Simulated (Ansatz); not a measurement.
# AgF (model cell, started as NiAs type): following an unstable mode

Wanted: the energy along a soft mode of AgF (model cell, started as NiAs type) and the structure at the end.

Main program and level: Ansatz 0.2.0; DFT PBEsol, scalar-relativistic, plane waves, PAW.

The structure was built from a prototype and need not be the compound's stable phase.

## (1) The structure

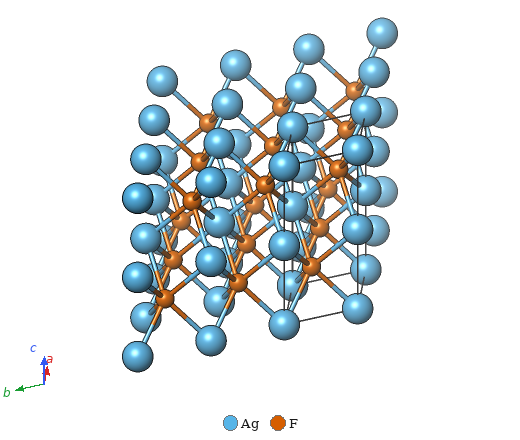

The starting structure, seen from a free direction (silver blue, fluorine orange). 3×3×1 cells are drawn. Bonds to atoms that aren't drawn are left out. Some periodic images of atoms are drawn too.

Structure file:

```cif
data_structure
_symmetry_space_group_name_H-M 'P6_3/mmc'
_symmetry_Int_Tables_number 194
_cell_length_a 3.0381
_cell_length_b 3.0381
_cell_length_c 6.8620
_cell_angle_alpha 90.000
_cell_angle_beta 90.000
_cell_angle_gamma 120.000
_cell_volume 54.85
loop_
_atom_site_label
_atom_site_type_symbol
_atom_site_symmetry_multiplicity
_atom_site_Wyckoff_symbol
_atom_site_fract_x
_atom_site_fract_y
_atom_site_fract_z
_atom_site_occupancy
Ag1 Ag 2 a 0.00000 0.00000 0.00000 1
F1 F 2 c 0.33333 0.66667 0.25000 1
```

## (2) The dispersion

The cell comes from relaxations at this level that are not shown. Stability and thermal properties need the whole zone. Linear response on a 3×3×2 q mesh gives force constants as far as a supercell of that size would.

input.yaml

```yaml
crystal:
  lattice:
    - [3.0380659028, 2.5779e-06, 0.0]
    - [-1.5190351839, 2.6310409612, 0.0]
    - [0.0, 0.0, 6.8619586866]
  atoms:
    - { symbol: Ag, position: [0.0, 0.0, 0.0] }
    - { symbol: Ag, position: [0.0, 0.0, 0.5] }
    - { symbol: F, position: [0.3333333333, 0.6666666667, 0.25] }
    - { symbol: F, position: [0.6666666667, 0.3333333333, 0.75] }
kpoints:
  mp_grid: { grid: [15, 15, 6] }
hamiltonian:
  xc: pbesol
scf:
  occupations: { method: methfessel_paxton, width: 0.2 }
output:
  eigenvalues: true
phonons:
  method: dfpt
  qmesh: [3, 3, 2]
  temperatures: { t_max: 1000, t_step: 50 }
  qpath:
    path:
      - [[0.0, 0.0, 0.0], [0.5, 0.0, 0.0], [0.33333333, 0.33333333, 0.0], [0.0, 0.0, 0.0], [0.0, 0.0, 0.5], [0.5, 0.0, 0.5], [0.33333333, 0.33333333, 0.5], [0.0, 0.0, 0.5]]
      - [[0.5, 0.0, 0.5], [0.5, 0.0, 0.0]]
      - [[0.33333333, 0.33333333, 0.5], [0.33333333, 0.33333333, 0.0]]
    npoints: 10
```

Run with:

```sh
ansatz run input.yaml --threads 4 --pin off --max-ram 7168MiB --backend cpu --events-out ev --progress --plain --runs-dir out
```

Numbers of over 12 decimals in the logs are rounded to 6 here.

The log of the run:

```text
Warning: phonons: the dynamical matrix that this run interpolates holds no multipole term above the dipole-dipole one, and a site of this crystal is no centre of inversion, so its interpolated transverse optical and acoustic branches and sound speeds can stay off near Gamma, and the density of states and the thermodynamics with them. What a run solves at a wave vector of phonons.qpoints, Gamma apart, where the deck admits one, is free of this, and under fd what a larger phonons.supercell samples
Engine: ansatz 0.2.0, x86_64-unknown-linux-gnu
Pseudopotentials: kind: paw
Pseudopotential: Ag, paw, valence charge 19, recommended cutoff 420 eV (normal), Ag.paw.azcp
Pseudopotential: F, paw, valence charge 7, recommended cutoff 420 eV (normal), F.paw.azcp
Functional definition: PBEsol
  exchange = pbesol_x
  correlation = pbesol_c
Crystal: 4 atoms, lattice volume = 54.850 Å³
Basis set: ecut = 420 eV, 1079 PW (Γ), exchange–correlation on 48×48×96 points (8 copies of the dense FFT grid, shifted against one another)
Bands: 32, of which v1, the nominal top of the filled ones, is band 26 counted from 1 (25 counted from 0)
Symmetry: 24 space group operations
k-points: 108 of 1350
Non-local potential: Ag, projectors of the file, l = 0: 3, l = 1: 2, l = 2: 2, l = 3: 1
Non-local potential: F, projectors of the file, l = 0: 2, l = 1: 2, l = 2: 1
PAW form: soft (Blöchl's): semilocal exchange-correlation on the pseudo side does not see the compensation charge
PAW frozen core: Ag, regenerated for the run's functional, and the local potential with it (the file was generated under x = pbe(κ = 0.804, μ = 0.219515), c = pbe(β = 0.066725))
PAW frozen core: F, regenerated for the run's functional, and the local potential with it (the file was generated under x = pbe(κ = 0.804, μ = 0.219515), c = pbe(β = 0.066725))
PAW one-centre angular grid: Ag, 590 points (default); XC on 64 Gauss nodes
PAW one-centre angular grid: F, 110 points (default); XC on 64 Gauss nodes
Initial density: superposition of atomic densities (neutral atoms: chi_scale 0, normalization atom), corrected by the library's trained network
Initial wavefunctions: pseudopotential atomic-orbital guess
Functional: x = pbesol(κ = 0.804, μ = 0.123457), c = pbesol(β = 0.046)
SCF iter   1: F=—  HF=-16643.177056 eV  |F-HF|=—  |Δ(HF+E_count)|=         —  Δρ=1.76e-2  dr2=1.19e-1  ethr=1.77e-3  ⟨swp⟩=4.7  Hψ=11685  notcnv=0
preconditioner: auto → LDOS  [metal: Δε(μ)=0.059 eV  Ē_g=13.144 eV  σ=0.200 eV  W_gap=0.25  n_scr=22 (ndim 8)  ℏωp=30.1 eV  f_vac=0.034  D(μ)=1.24/eV (n_scr^D=4)  β→1.0]
SCF iter   2: F=—  HF=-16643.212149 eV  |F-HF|=—  |Δ(HF+E_count)|=   3.51e-2  S|Δr|=    0.00e0  Δρ=2.42e-2  dr2=2.12e-1  ethr=2.29e-4  ⟨swp⟩=2.0  Hψ=7389  notcnv=0  defer=169
SCF iter   3: F=—  HF=-16643.152152 eV  |F-HF|=—  |Δ(HF+E_count)|=   6.00e-2  S|Δr|=    0.00e0  Δρ=7.62e-3  dr2=2.05e-2  ethr=2.29e-4  ⟨swp⟩=2.2  Hψ=5023  notcnv=0  defer=169
SCF iter   4: F=—  HF=-16643.145712 eV  |F-HF|=—  |Δ(HF+E_count)|=   6.44e-3  S|Δr|=    0.00e0  Δρ=5.96e-4  dr2=1.80e-4  ethr=3.95e-5  ⟨swp⟩=2.0  Hψ=5007  notcnv=0  defer=169
SCF iter   5: F=—  HF=-16643.145678 eV  |F-HF|=—  |Δ(HF+E_count)|=   3.40e-5  S|Δr|=    0.00e0  Δρ=7.19e-5  dr2=1.10e-6  ethr=3.46e-7  ⟨swp⟩=2.2  Hψ=5264  notcnv=0  defer=169
SCF iter   6: F=—  HF=-16643.145669 eV  |F-HF|=—  |Δ(HF+E_count)|=   9.02e-6  S|Δr|=    0.00e0  Δρ=6.76e-6  dr2=1.78e-8  ethr=2.11e-9  ⟨swp⟩=2.0  Hψ=5385  notcnv=0  defer=157
SCF iter   7: F=—  HF=-16643.145669 eV  |F-HF|=—  |Δ(HF+E_count)|=  7.28e-12  S|Δr|=    0.00e0  Δρ=7.54e-7  dr2=2.05e-10  ethr=3.42e-11  ⟨swp⟩=2.1  Hψ=4681  notcnv=0  defer=156
SCF iter   8: F=-16643.145669 eV  HF=-16643.145669 eV  |F-HF|=3.64e-12  |Δ(HF+E_count)|=  3.64e-12  S|Δr|=    0.00e0  Δρ=7.69e-8  dr2=9.85e-13  ethr=1.00e-12  ⟨swp⟩=9.2  Hψ=16382  notcnv=0
SCF 1 converged in 8 iterations: F = -16643.145669 eV  dr2 = 9.85e-13
  greatest PAW one-centre occupation: 1.001 electrons in one spin orbital (limit 2), on the Ag atom at site 1 (counted from 0), in its partial waves of l = 0
Initial density: read from a saved state, or passed on in memory by an earlier SCF of this step, an earlier step, the calling program or the single point that the run made first
iter 1 solved again at ethr=6.20e-9 eV; its pass at ethr=3.10e-3 eV (dr2=3.23e-6 eV) is discarded
SCF iter   1: F=—  HF=-16643.145669 eV  |F-HF|=—  |Δ(HF+E_count)|=         —  Δρ=1.97e-7  dr2=1.19e-11  ethr=6.20e-9  ⟨swp⟩=3.7  Hψ=21308  notcnv=0
eigensolver tolerance schedule: the retry pair's looser diagonalisation over-reported the residual by 270894.67 of it (diagonalisation noise at 1.18 of the residual, at the tolerance the schedule requests for it); recorded, not acted on — ethr = c·dr2/N_el stays at c = 1.0e-1
preconditioner: auto → LDOS  [insulator: Δε(μ)=0.140 eV  Ē_g=13.243 eV  σ=0.200 eV  W_gap=0.53  n_scr=22 (ndim 8)  ℏωp=30.1 eV  f_vac=0.031  D(μ)=1.20/eV (n_scr^D=4)  ε∞_Penn≈6.2  β→1.0]
SCF iter   2: F=—  HF=-16643.145669 eV  |F-HF|=—  |Δ(HF+E_count)|=   1.03e-9  S|Δr|=    0.00e0  Δρ=3.94e-7  dr2=5.42e-11  ethr=1.00e-12  ⟨swp⟩=2.3  Hψ=6320  notcnv=0
SCF iter   3: F=-16643.145669 eV  HF=-16643.145669 eV  |F-HF|=7.28e-12  |Δ(HF+E_count)|=  2.18e-11  S|Δr|=    0.00e0  Δρ=1.11e-7  dr2=3.93e-12  ethr=1.00e-12  ⟨swp⟩=2.9  Hψ=10093  notcnv=0
SCF 2 converged in 3 iterations: F = -16643.145669 eV  dr2 = 3.93e-12
phonons: the bands overlap, so this run is a metal and interpolates without the dipole-dipole term. If the crystal is really an insulator or semiconductor, its LO-TO splitting is missing
NSCF: frozen V_eff on 108 k-points
NSCF: frozen V_eff on 676 k-points
DFPT response loops at q = (0, 0, 0) (fractional): preconditioner auto → Kerker (q_TF=auto, 2.704 Å⁻¹) (partly filled bands, converged f_vac=0.031); β = 1.00, the filter's whole step (`scf.mixing.beta` (0.50) is not read by the response loops under this deck's `scf.mixing.preconditioner`; to damp them name `kerker` or `kerker_dos`, under which they read `scf.mixing.beta`, and type it under 1.00, their step now; both keys bind the ground state too); Broyden in place of MSR1
NSCF: frozen V_eff on 1352 k-points
DFPT response loops at q = (0, 0, -0.5) (fractional): mixed as the last ones told, above
NSCF: frozen V_eff on 2700 k-points
DFPT response loops at q = (0, 0.333333, 0) (fractional): mixed as the last ones told, above
NSCF: frozen V_eff on 2700 k-points
DFPT response loops at q = (0, 0.333333, -0.5) (fractional): mixed as the last ones told, above
NSCF: frozen V_eff on 2700 k-points
DFPT response loops at q = (0.333333, 0.333333, 0) (fractional): mixed as the last ones told, above
NSCF: frozen V_eff on 2700 k-points
DFPT response loops at q = (0.333333, 0.333333, -0.5) (fractional): mixed as the last ones told, above
SCF converged after 8 iterations
Stability not checked: this state was not tested for a lower state beside it, because cold or Methfessel-Paxton smearing, or corrected tetrahedra, fill the levels in a way that the test cannot read (fill_not_monotonic; see scf.lower_state_search)
Free energy (F): -16643.145669 eV
Harris-Foulkes:  -16643.145669 eV  (|F-HF|=3.64e-12)
Internal energy: -16643.152227 eV  (E = F + TS)
E sigma→0 (E₀):  -16643.147308 eV
Entropy (-TS):   0.006557 eV (1.639 meV/atom)
Fermi energy:    10.301415 eV
--- Per-component energies (eV) ---
  E_band       = -625.256868
  E_kinetic    = 1465.817424
  E_local      = -5894.791752  (includes V_loc(G=0)·N_el)
  E_nonlocal   = 321.254040
  E_hartree    = 2555.269447
  E_xc         = -519.751237
  E_vxc        = -665.066560  (∫ρ·V_xc dr)
  E_paw        = -8062.253917  (= ΣΔE_a)
  E_vpaw       = -963.013296  (= ΣTr[D̂ρ^β])
  E_aug_tail   = 0.004373  (compensation charges beyond the density's cutoff)
  E_ewald      = -6509.430968
  E_core_change = 0.730363  (= ΣΔE_core)
  E_smearing   = 0.006557  (= −TS)
  E_closure    = -0.000000  (closes the sum)
  Σ components = -16643.145669   (vs F -16643.145669, Δ=0.00e0)
--- Band table (eV; the first three rows and the last of 108) ---
  k-point 0: bands = [... 22 lower, 9.0142, 9.0142, 9.7516, 9.7525, 9.7525, 14.2040, 15.7915, 22.9835, ... 2 higher]
  k-point 1: bands = [... 22 lower, 9.0560, 9.0560, 9.7046, 9.7046, 9.9817, 13.5348, 16.5340, 22.1055, ... 2 higher]
  k-point 2: bands = [... 22 lower, 9.1862, 9.1862, 9.5700, 9.5700, 10.6024, 12.4864, 17.8052, 20.6660, ... 2 higher]
  k-point 107: bands = [... 22 lower, 9.1893, 9.1893, 10.2581, 10.2581, 17.9408, 17.9408, 18.1088, 18.1088, ... 2 higher]
--- Phonons (Γ-DFPT): 4 representative perturbations + reference (Σ response iterations 14) ---
  ASR residual: 5.151e-5 → 0.000e0 eV/Å²; symmetrization residual: 2.884e-6 eV/Å²
  ASR residual per site (eV/Å²): 2.44e-5 2.44e-5 5.15e-5 5.15e-5
  Γ frequencies (cm⁻¹): -26.44 -26.44 0.00 0.00 0.00 40.58 40.58 116.09 116.09 164.11 258.48 314.38
--- Phonons (arbitrary-q DFPT): 6 irreducible q on the 3×3×2 mesh ---
  q = [0.0000, 0.0000, 0.0000] (star 1, of the zone-centre solve; hermiticity 7.87e-7, symmetrization 1.32e-7): -26.44 -26.44 -0.00 0.00 0.00 40.58 40.58 116.09 116.09 164.11 258.48 314.38
  q = [0.0000, 0.0000, -0.5000] (star 1, 4 solved perturbations in 1382 linear systems a pass and spin channel, the states on 676 of 1350 k-point pairs; hermiticity 6.06e-7, symmetrization 1.14e-7): -21.53 -21.53 -21.53 -21.53 82.31 82.31 82.31 82.31 111.13 111.13 296.54 296.54
  q = [0.0000, 0.3333, 0.0000] (star 6, 6 solved perturbations in 5700 linear systems a pass and spin channel, the states on 1350 of 1350 k-point pairs; hermiticity 1.09e-6, symmetrization 2.80e-7): -20.19 36.23 50.42 59.72 62.24 91.79 118.88 155.45 191.93 216.03 221.98 261.20
  q = [0.0000, 0.3333, -0.5000] (star 6, 6 solved perturbations in 5700 linear systems a pass and spin channel, the states on 1350 of 1350 k-point pairs; hermiticity 1.01e-6, symmetrization 3.53e-7): 36.41 36.41 42.65 42.65 105.84 105.84 119.48 119.48 211.28 211.28 239.28 239.28
  q = [0.3333, 0.3333, 0.0000] (star 2, 4 solved perturbations in 2680 linear systems a pass and spin channel, the states on 1350 of 1350 k-point pairs; hermiticity 9.65e-7, symmetrization 1.76e-7): -35.71 -35.71 74.63 80.72 90.44 90.44 183.60 183.60 202.08 202.08 218.31 225.59
  q = [0.3333, 0.3333, -0.5000] (star 2, 4 solved perturbations in 2680 linear systems a pass and spin channel, the states on 1350 of 1350 k-point pairs; hermiticity 1.22e-6, symmetrization 3.18e-7): -35.60 -35.60 76.58 76.58 97.37 97.37 131.07 131.07 220.02 220.02 229.49 229.49
  sum rule: each row above includes the acoustic sum rule's correction from the zone centre's row sums; it moved no ω² by more than (0.86 cm⁻¹)²
  mesh force constants: q→R imaginary residual 1.17e-16; ASR residual 5.151e-5 → 0.000e0 eV/Å²; symmetrization residual 2.665e-15 eV/Å²
  interpolated dispersion: 93 rows × 12 modes
  density of states and harmonic sums: on the 24×24×10 q-mesh, interpolated from the force constants of a 3×3×2 supercell (no non-analytic term)
  largest difference from the sums on the solved wave vectors: F 1.19e-1 eV, S 1.51e-4 and C_V 3.23e-5 eV/K
  zero-point energy: 0.090728 eV/cell   skipped modes (ω ≤ 0): 371, of them read as no rigid motion or as one in doubt: 368 (9.047e-1 modes/cell left out, lowest -37.30 cm⁻¹)   left out of the sums: 7.54e-2 of the cell's modes: C_V's classical limit lies that fraction below 3 k_B per atom; for a crystal, a wire or a layer, F and S can be off by more, and a phonons.interpolated_qmesh denser along its periods is the remedy for the sampling
```

Wall time 9.5 min (4 threads of Intel Xeon 6975P-C (Granite Rapids), shared host); peak memory 4.7 GiB; 35 min of CPU time.

This step gave:

```
volume per atom                                         : 13.71 Å³
gap on the k-mesh                                       : 0 eV
sum-rule residual before enforcement                    : 5.15e-5 eV/Å²
lowest frequency on the path                            : -37.28 cm⁻¹
point group                                             : 6/mmm
highest frequency on the path or at a solved wavevector : 314.4 cm⁻¹
highest optical mode at the zone centre (no LO-TO term) : 314.4 cm⁻¹
lowest optical zone-centre mode                         : -26.44 cm⁻¹
lowest mode on the q mesh (acoustic modes at Γ apart)   : -35.71 cm⁻¹
```

Frequencies (cm⁻¹) solved at each irreducible wavevector; negative means imaginary. Frequencies by wavevector, by row:

```csv
q in reciprocal lattice units,star,mode 1,mode 2,mode 3,mode 4,mode 10,mode 11,mode 12
0 0 0,1,-26.4,-26.4,0,0,164.1,258.5,314.4
0 0 -0.5,1,-21.5,-21.5,-21.5,-21.5,111.1,296.5,296.5
0 0.3333 0,6,-20.2,36.2,50.4,59.7,216,222,261.2
0 0.3333 -0.5,6,36.4,36.4,42.6,42.6,211.3,239.3,239.3
0.3333 0.3333 0,2,-35.7,-35.7,74.6,80.7,202.1,218.3,225.6
0.3333 0.3333 -0.5,2,-35.6,-35.6,76.6,76.6,220,229.5,229.5
```

Interpolated from a 3×3×2 q mesh. The phonon branches at the labelled points (cm⁻¹):

```csv
point,branch 1,branch 2,branch 3,branch 4,branch 9,branch 10,branch 11,branch 12
Γ,-26,-26,0,0,116,164,258,314
M,-33,46,48,64,166,239,246,252
K,-36,-36,75,81,202,202,218,226
Γ,-26,-26,0,0,116,164,258,314
A,-22,-22,-22,-22,111,111,296,296
L,46,46,70,70,205,205,251,251
H,-36,-36,77,77,220,220,230,230
A,-22,-22,-22,-22,111,111,296,296
jump to L,46,46,70,70,205,205,251,251
M,-33,46,48,64,166,239,246,252
jump to H,-36,-36,77,77,220,220,230,230
K,-36,-36,75,81,202,202,218,226
```

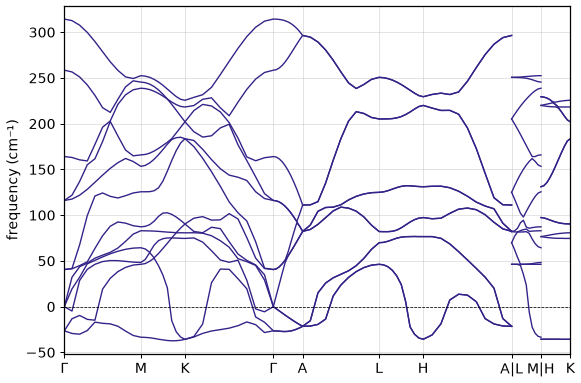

Phonon branches along the path.

Symmetry leaves 6 wavevectors to solve. The lowest mode among them, the acoustic zeros apart, lies at q = (0.333, 0.333, 0) and is imaginary, 35.7i cm⁻¹, so the energy falls along it.

## (3) The mode frozen in, largest atomic shift 0 Å

The mode followed lies at q = (0.333, 0.333, 0) with frequency 35.7i cm⁻¹ and is 2-fold degenerate, the softest among the wavevectors solved. At small amplitude the distorted cell has space group no. 36 by a symmetry search on the positions. The undistorted cell that holds it gives the zero of energy on the same k mesh.

System of this step: AgF (model cell, started as NiAs type). Symmetry: P6_3/mmc, No. 194, hexagonal system. Conventional cell: a = 3.038 Å, b = 3.038 Å, c = 6.862 Å, α = 90.00°, β = 90.00°, γ = 120.00°. Nearest to Ag lie 6 F at 2.45 Å. Nearest to F lie 6 Ag at 2.45 Å. Farther neighbours and most contacts between anions are not listed.

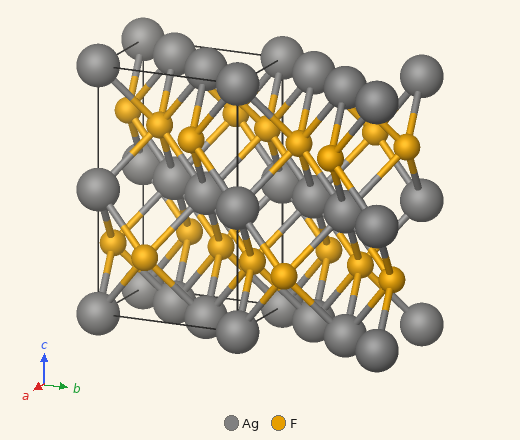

The cell of this step (silver grey, fluorine orange). 1×2×1 cells are drawn. Some periodic images of atoms are drawn too.

input.yaml

```yaml
crystal:
  lattice:
    - [4.5570966216, 2.6310461171, 0.0]
    - [-4.4651e-06, 5.2620845003, 0.0]
    - [0.0, 0.0, 6.8619586866]
  atoms:
    - { symbol: Ag, position: [0.3333333333, 0.3333333333, 0.0] }
    - { symbol: Ag, position: [0.6666666667, 0.6666666667, 0.0] }
    - { symbol: Ag, position: [0.0, 1.0, 0.0] }
    - { symbol: Ag, position: [0.3333333333, 0.3333333333, 0.5] }
    - { symbol: Ag, position: [0.6666666667, 0.6666666667, 0.5] }
    - { symbol: Ag, position: [0.0, 1.0, 0.5] }
    - { symbol: F, position: [1.0, 0.3333333333, 0.25] }
    - { symbol: F, position: [0.3333333333, 0.6666666667, 0.25] }
    - { symbol: F, position: [0.6666666667, 0.0, 0.25] }
    - { symbol: F, position: [0.3333333333, 0.0, 0.75] }
    - { symbol: F, position: [0.6666666667, 0.3333333333, 0.75] }
    - { symbol: F, position: [1.0, 0.6666666667, 0.75] }
kpoints:
  mp_grid: { grid: [9, 9, 6] }
hamiltonian:
  xc: pbesol
scf:
  occupations: { method: methfessel_paxton, width: 0.2 }
output:
  forces: true
  stress: true
  eigenvalues: true
```

The log of the run:

```text
[...]
Crystal: 12 atoms, lattice volume = 164.549 Å³
Basis set: ecut = 420 eV, 3221 PW (Γ), exchange–correlation on 72×72×96 points (8 copies of the dense FFT grid, shifted against one another)
Bands: 94, of which v1, the nominal top of the filled ones, is band 78 counted from 1 (77 counted from 0)
Symmetry: 72 space group operations
[...]
k-points: 48 of 486
[...]
k-point 0: bands = [... 74 lower, 9.7525, 9.8427, 9.8427, 9.8427, 9.8427, 14.2040, 15.7915, 17.8946, ... 12 higher]
  k-point 1: bands = [... 74 lower, 9.9817, 9.9941, 9.9941, 9.9941, 9.9941, 13.5348, 16.5340, 17.8954, ... 12 higher]
  k-point 2: bands = [... 74 lower, 10.1840, 10.1840, 10.1840, 10.1840, 10.6024, 12.4864, 17.8052, 17.9075, ... 12 higher]
  k-point 47: bands = [... 74 lower, 9.5752, 9.5752, 9.5752, 9.5752, 13.7622, 13.7622, 13.7622, 13.7622, ... 12 higher]
[key lines of the parts left out:]
SCF converged after 7 iterations
Free energy (F): -49929.436955 eV
Fermi energy:    10.301474 eV
P = ⅓ Tr σ = -0.0030 GPa (-0.030 kbar)
```

It took 6.1 s on 4 threads; peak memory 0.98 GiB; 22 s of CPU time.

This step gave:

```yaml
pressure: -0.002974 GPa
energy_from_the_undistorted_cell: 0 meV/atom
```

The run ends at a pressure of 0.00 GPa.

## (4) The mode frozen in, largest atomic shift 0.22 Å

The atoms are moved along the unstable eigenvector, the largest shift by 0.22 Å, with the cell fixed.

input.yaml

```yaml
crystal:
  lattice:
    - [4.5570966216, 2.6310461171, 0.0]
    - [-4.4651e-06, 5.2620845003, 0.0]
    - [0.0, 0.0, 6.8619586866]
  atoms:
    - { symbol: Ag, position: [0.3498284681, 0.3168378298, 2.072e-07] }
    - { symbol: Ag, position: [0.6831621702, 0.6501715319, 2.072e-07] }
    - { symbol: Ag, position: [-0.0329918351, 1.0329918351, -4.145e-07] }
    - { symbol: Ag, position: [0.3168381986, 0.3498288368, 0.5000002072] }
    - { symbol: Ag, position: [0.6501711632, 0.6831618014, 0.5000002072] }
    - { symbol: Ag, position: [0.0329918351, 0.9670081649, 0.4999995855] }
    - { symbol: F, position: [1.0, 0.3333333333, 0.2660298269] }
    - { symbol: F, position: [0.3333333333, 0.6666666667, 0.2179391832] }
    - { symbol: F, position: [0.6666666667, 0.0, 0.2660298269] }
    - { symbol: F, position: [0.3333333333, 0.0, 0.766031213] }
    - { symbol: F, position: [0.6666666667, 0.3333333333, 0.7179399] }
    - { symbol: F, position: [1.0, 0.6666666667, 0.766031213] }
kpoints:
  mp_grid: { grid: [9, 9, 6] }
hamiltonian:
  xc: pbesol
scf:
  occupations: { method: methfessel_paxton, width: 0.2 }
output:
  forces: true
  stress: true
  eigenvalues: true
```

The log of the run:

```text
[...]
k-point 0: bands = [... 74 lower, 9.6913, 9.7544, 9.9187, 9.9596, 10.0849, 14.1540, 15.7407, 17.9480, ... 12 higher]
  k-point 1: bands = [... 74 lower, 9.8801, 9.9007, 10.0287, 10.0530, 10.1925, 13.5081, 16.4241, 17.9305, ... 12 higher]
  k-point 2: bands = [... 74 lower, 10.0966, 10.1510, 10.1894, 10.2008, 10.6567, 12.4815, 17.4218, 17.8501, ... 12 higher]
  k-point 99: bands = [... 74 lower, 9.7538, 9.7538, 9.7790, 9.7790, 13.2606, 13.2606, 13.4652, 13.4652, ... 12 higher]
[key lines of the parts left out:]
SCF converged after 9 iterations
Free energy (F): -49929.446298 eV
Fermi energy:    10.287570 eV
P = ⅓ Tr σ = 0.5891 GPa (5.891 kbar)
```

Wall time 24 s (4 threads); peak memory 1.4 GiB.

This step gave:

| Property | Result |
| --- | --- |
| pressure | 0.5891 GPa |
| energy from the undistorted cell | -0.885 meV/atom |

The energy, extrapolated to zero smearing, is -0.89 meV/atom against the undistorted cell.

The run ends at a pressure of 0.59 GPa, with forces up to 0.11 eV/Å.

(Part 1 of 2 ends here.)

[Logs are printed without paths, hosts, clocks, repeated set-up lines and the standing remarks that a program may print on its own settings, such as how far it seeks lower states.]

[Hosts, paths, dates, database ids (printed as entryN), source tags and the programs' standing remarks are cut or masked in the printed files.]
